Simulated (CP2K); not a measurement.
# CH6BNO2 (SMILES COB(N)O) at revPBE-D3(BJ)/TZV2P-MOLOPT-PBE-GTH (core potential)

What is the energy change on altering one bond length of CH6BNO2 at revPBE-D3(BJ)/TZV2P-MOLOPT-PBE-GTH (core potential)? 

Program for the calculation: CP2K 2026.2.

4 further runs of the same task are left out: 3 that didn't finish, 1 set aside as unsound or not needed. Runs told in other sessions of the task aren't counted.

## Step 1: The structure to begin with

CH6BNO2 has 11 atoms, charge 0, and is taken as a singlet. As SMILES, `COB(N)O`. The coordinates come from a PBE0-D4/def2-TZVP relaxation. This is one conformer, not always the lowest.

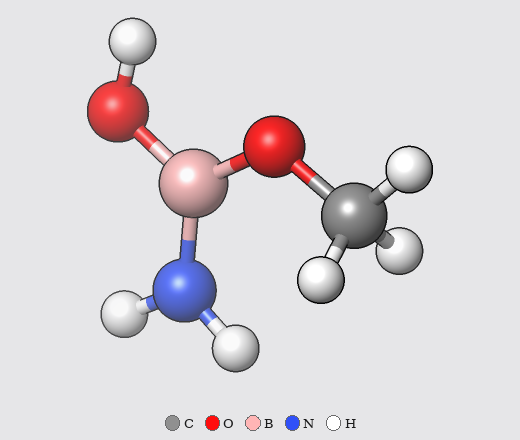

The structure, seen from a chosen angle (carbon grey, oxygen red, boron pink, nitrogen blue, hydrogen white).

## Step 2: A single-point energy at revPBE-D3(BJ)/TZV2P-MOLOPT-PBE-GTH (core potential)

Contents of molecule.xyz:

```xyz
11

C      0.713500     0.851600     1.129700
O     -0.446700     0.102500     0.878500
B     -0.644000    -0.506700    -0.338400
N      0.275800    -0.431900    -1.403700
O     -1.801000    -1.223100    -0.514800
H      0.801300     1.701800     0.443100
H      0.654400     1.238600     2.147600
H      1.616900     0.236000     1.047600
H      1.144100     0.066300    -1.366900
H      0.095200    -0.890900    -2.277500
H     -2.344100    -1.201100     0.275400
```

Contents of run.inp:

```
&force_eval
   method QS
   &dft
      basis_set_file_name BASIS_MOLOPT_UZH
      potential_file_name POTENTIAL_UZH
      &qs
         method GPW
         eps_default 1.0E-10
      &end qs
      &mgrid
         cutoff 400
         rel_cutoff 50
         ngrids 4
      &end mgrid
      &poisson
         periodic NONE
         poisson_solver MULTIPOLE
      &end poisson
      &scf
         scf_guess ATOMIC
         eps_scf 1.0E-06
         max_scf 40
         &ot
            minimizer CG
            preconditioner FULL_ALL
         &end ot
         &outer_scf
            eps_scf 1.0E-06
            max_scf 5
         &end outer_scf
      &end scf
      &xc
         &xc_functional
            &pbe
               parametrization REVPBE
            &end pbe
         &end xc_functional
         &vdw_potential
            potential_type PAIR_POTENTIAL
            &pair_potential
               type DFTD3(BJ)
               parameter_file_name dftd3.dat
               reference_functional revPBE
               r_cutoff 15
            &end pair_potential
         &end vdw_potential
      &end xc
      &print
         &moments
            periodic F
            reference COM
            max_moment 1
         &end moments
         &mo_cubes
            nlumo 5
            nhomo -1
            write_cube F
         &end mo_cubes
         &hirshfeld OFF
         &end hirshfeld
      &end print
   &end dft
   &subsys
      &cell
         abc 11 9.9 11.4
         periodic NONE
      &end cell
      &topology
         coord_file_name molecule.xyz
         coord_file_format XYZ
         &center_coordinates
         &end center_coordinates
      &end topology
      &kind C
         basis_set TZV2P-MOLOPT-PBE-GTH-q4
         potential GTH-PBE-q4
      &end kind
      &kind O
         basis_set TZV2P-MOLOPT-PBE-GTH-q6
         potential GTH-PBE-q6
      &end kind
      &kind B
         basis_set TZV2P-MOLOPT-PBE-GTH-q3
         potential GTH-PBE-q3
      &end kind
      &kind N
         basis_set TZV2P-MOLOPT-PBE-GTH-q5
         potential GTH-PBE-q5
      &end kind
      &kind H
         basis_set TZV2P-MOLOPT-PBE-GTH-q1
         potential GTH-PBE-q1
      &end kind
   &end subsys
&end force_eval
&global
   project run
   run_type ENERGY
   print_level MEDIUM
&end global
```

The run is started by

```sh
OMP_NUM_THREADS=1 cp2k.psmp -i run.inp > run.out 2>&1
```

Log:

```text
CP2K| version string:                                       CP2K version 2026.2
[...]
 GLOBAL| Method name                                                        CP2K
[...]
 GLOBAL| Run type                                                         ENERGY
[...]
 DFT| Spin restricted Kohn-Sham (RKS) calculation                            RKS
 DFT| Multiplicity                                                             1
[...]
 DFT| Charge                                                                   0
[...]
 FUNCTIONAL| PBE:
[...]
 QS| Method:                                                                 GPW
[...]
 QS| Density cutoff [a.u.]:                                                200.0
[...]
 QS| Relative density cutoff [a.u.]:                                        25.0
[...]
                             - Atoms:                                         11
[...]
                             - Spherical basis functions:                    229
[...]
 Number of electrons:                                                         30
[...]
     1 OT CG       0.15E+00    2.5     0.13724683       -51.1833121794 -5.12E+01
[...]
    28 OT CG       0.59E-01    2.7     0.00000086       -54.2936812123 -2.00E-10
  *** SCF run converged in    28 steps ***
[...]
  Overlap energy of the core charge distribution:               0.00000320421987
  Self energy of the core charge distribution:               -135.75478445900492
  Core Hamiltonian energy:                                     40.76740563541879
  Hartree energy:                                              55.45230238504483
  Exchange-correlation energy:                                -14.74162788675482
  Dispersion energy:                                           -0.01698009125115
  Total energy:                                               -54.29368121232741
[...]
                     Mulliken Population Analysis
 #  Atom  Element  Kind  Atomic population                           Net charge
       1     C        1          3.645036                              0.354964
       2     O        2          6.550018                             -0.550018
       3     B        3          2.074552                              0.925448
       4     N        4          5.235307                             -0.235307
       5     O        2          6.364691                             -0.364691
       6     H        5          1.053061                             -0.053061
       7     H        5          0.996228                              0.003772
       8     H        5          1.053162                             -0.053162
       9     H        5          1.022844                             -0.022844
      10     H        5          1.043847                             -0.043847
      11     H        5          0.961254                              0.038746
 # Total charge                             30.000000                  0.000000
[...]
  Dipole moment [Debye]
    X=  0.1558477E+01 Y=  0.9150053E+00 Z=  0.9504387E-01  Total=      1.8097288
[...]
 WARNING : did not converge in ot_eigensolver
 number of iterations          299  exceeded maximum
 current gradient / target gradient   7.0702478734529866E-004  /    1.0000000000000001E-005
[...]
 HOMO - LUMO gap [eV] :    6.680424
 ENERGY| Total FORCE_EVAL ( QS ) energy [hartree]            -54.293681212327407
[...]
```

It took 2.1 min on 1 thread of Arm Neoverse N1, shared host; peak memory 0.95 GiB.

## Step 3: The distorted shape

Contents of molecule.inp:

```
&GLOBAL
   PROJECT_NAME molecule
   RUN_TYPE ENERGY
   PRINT_LEVEL MEDIUM
&END GLOBAL

&FORCE_EVAL
   METHOD QS
   &DFT
      BASIS_SET_FILE_NAME BASIS_MOLOPT_UZH
      POTENTIAL_FILE_NAME POTENTIAL_UZH
      CHARGE 0
      MULTIPLICITY 1
      # Quickstep
      &QS
         METHOD GPW
         EPS_DEFAULT 1.0E-10
      &END QS
      # real-space grids
      &MGRID
         CUTOFF 400
         REL_CUTOFF 50
         NGRIDS 4
      &END MGRID
      &POISSON
         PERIODIC NONE
         POISSON_SOLVER MULTIPOLE
      &END POISSON
      &SCF
         SCF_GUESS ATOMIC
         EPS_SCF 1.0E-06
         MAX_SCF 30
         &OT ON
            MINIMIZER DIIS
            PRECONDITIONER FULL_ALL
         &END OT
         &OUTER_SCF
            EPS_SCF 1.0E-06
            MAX_SCF 5
         &END OUTER_SCF
      &END SCF
      &XC
         &XC_FUNCTIONAL
            &PBE
               PARAMETRIZATION REVPBE
            &END PBE
         &END XC_FUNCTIONAL
         &VDW_POTENTIAL
            POTENTIAL_TYPE PAIR_POTENTIAL
            &PAIR_POTENTIAL
               TYPE DFTD3(BJ)
               PARAMETER_FILE_NAME dftd3.dat
               REFERENCE_FUNCTIONAL revPBE
               R_CUTOFF 15
            &END PAIR_POTENTIAL
         &END VDW_POTENTIAL
      &END XC
      # extra output
      &PRINT
         &MOMENTS
            PERIODIC F
            REFERENCE COM
            MAX_MOMENT 1
         &END MOMENTS
         &MO_CUBES
            NLUMO 3
            NHOMO -1
            WRITE_CUBE F
         &END MO_CUBES
         &HIRSHFELD OFF
         &END HIRSHFELD
      &END PRINT
   &END DFT
   &SUBSYS
      # vacuum box
      &CELL
         ABC [angstrom] 11.2 9.9 12.3
         PERIODIC NONE
      &END CELL
      &COORD
         C     -0.022358     0.791759     1.981960
         O     -1.182558     0.042659     1.730760
         B     -1.379858    -0.566541     0.513860
         N      0.275800    -0.431900    -1.403700
         O     -2.536858    -1.282941     0.337460
         H      0.065442     1.641959     1.295360
         H     -0.081458     1.178759     2.999860
         H      0.881042     0.176159     1.899860
         H      1.144100     0.066300    -1.366900
         H      0.095200    -0.890900    -2.277500
         H     -3.079958    -1.260941     1.127660
      &END COORD
      &TOPOLOGY
         &CENTER_COORDINATES
         &END CENTER_COORDINATES
      &END TOPOLOGY
      &KIND C
         BASIS_SET TZV2P-MOLOPT-PBE-GTH-q4
         POTENTIAL GTH-PBE-q4
      &END KIND
      &KIND O
         BASIS_SET TZV2P-MOLOPT-PBE-GTH-q6
         POTENTIAL GTH-PBE-q6
      &END KIND
      &KIND B
         BASIS_SET TZV2P-MOLOPT-PBE-GTH-q3
         POTENTIAL GTH-PBE-q3
      &END KIND
      &KIND N
         BASIS_SET TZV2P-MOLOPT-PBE-GTH-q5
         POTENTIAL GTH-PBE-q5
      &END KIND
      &KIND H
         BASIS_SET TZV2P-MOLOPT-PBE-GTH-q1
         POTENTIAL GTH-PBE-q1
      &END KIND
   &END SUBSYS
&END FORCE_EVAL
```

The run is started by

```sh
OMP_NUM_THREADS=1 cp2k.psmp molecule.inp > molecule.out
```

Log, shortened:

```text
CP2K| version string:                                       CP2K version 2026.2
[...]
 GLOBAL| Method name                                                        CP2K
[...]
 GLOBAL| Run type                                                         ENERGY
[...]
 DFT| Spin restricted Kohn-Sham (RKS) calculation                            RKS
 DFT| Multiplicity                                                             1
[...]
 DFT| Charge                                                                   0
[...]
 FUNCTIONAL| PBE:
[...]
 QS| Method:                                                                 GPW
[...]
 QS| Density cutoff [a.u.]:                                                200.0
[...]
 QS| Relative density cutoff [a.u.]:                                        25.0
[...]
                             - Atoms:                                         11
[...]
                             - Spherical basis functions:                    229
[...]
 Number of electrons:                                                         30
[...]
     1 OT DIIS     0.15E+00    2.6     0.11345321       -51.2250316930 -5.12E+01
[...]
    30 OT DIIS     0.15E+00    2.7     0.00000071       -54.1146002939 -2.53E-10
  *** SCF run converged in    30 steps ***
[...]
  Overlap energy of the core charge distribution:               0.00000239264258
  Self energy of the core charge distribution:               -135.75478445900492
  Core Hamiltonian energy:                                     40.14995998994183
  Hartree energy:                                              56.00839622964676
  Exchange-correlation energy:                                -14.50293649961575
  Dispersion energy:                                           -0.01523794752716
  Total energy:                                               -54.11460029391666
[...]
                     Mulliken Population Analysis
 #  Atom  Element  Kind  Atomic population                           Net charge
       1     C        1          3.651630                              0.348370
       2     O        2          6.502919                             -0.502919
       3     B        3          2.151972                              0.848028
[...]
  Dipole moment [Debye]
    X= -0.7403913E+00 Y=  0.9374860E+00 Z=  0.3253683E+01  Total=      3.4660510
[...]
 HOMO - LUMO gap [eV] :    0.979956
 ENERGY| Total FORCE_EVAL ( QS ) energy [hartree]            -54.114600293916659
[...]
```

Run time: 88 s. Hardware: 1 thread of Arm Neoverse N1, shared host; peak memory 0.98 GiB.

## Step 4: Results

At revPBE-D3(BJ)/TZV2P-MOLOPT-PBE-GTH (core potential):

```
                                                         quantity          value
                                        first shape: total energy   -54.29368 Eh
                                       first shape: dipole moment         1.81 D
                                         first shape: HOMO energy       -6.06 eV
                                         first shape: LUMO energy        0.62 eV
                                       first shape: HOMO–LUMO gap        6.68 eV
                                   first shape: dispersion energy  -44.58 kJ/mol
                                    distorted shape: total energy   -54.11460 Eh
                                   distorted shape: dipole moment         3.47 D
                                     distorted shape: HOMO energy       -3.99 eV
                                     distorted shape: LUMO energy       -3.01 eV
                                   distorted shape: HOMO–LUMO gap        0.98 eV
                               distorted shape: dispersion energy  -40.01 kJ/mol
energy change with the B3–N4 bond stretched from 1.409 to 2.537 Å       4.873 eV
```

With the B3–N4 bond stretched from 1.409 to 2.537 Å the energy rises by 4.87 eV (112 kcal/mol). The first shape isn't relaxed at this level, so the change isn't measured from a minimum. A restricted reference can't describe the breaking bond well at this length.
